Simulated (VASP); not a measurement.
Band structure of K₂S (antifluorite). Level of theory: PBE GGA with D3 dispersion (Becke-Johnson damping), VASP's PBE PAW potentials (set 64) (plane waves; VASP).

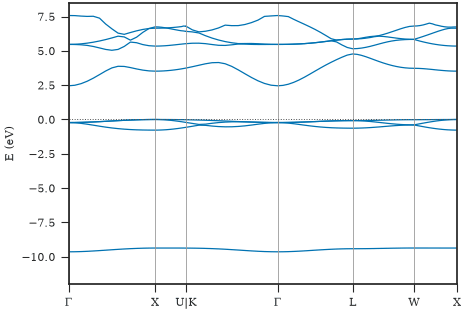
Figure. Bands along high-symmetry lines, zero at the valence-band maximum or, without a gap, the Fermi level

**Question.** Read the plot: is there a gap, and where are the band edges?

**Answer.** The gap is indirect, 2.46 eV, from the valence maximum at X to the conduction minimum at Γ. (Edges off the drawn lines would not show.)

The compound is K2S in the antifluorite structure. It was relaxed first.
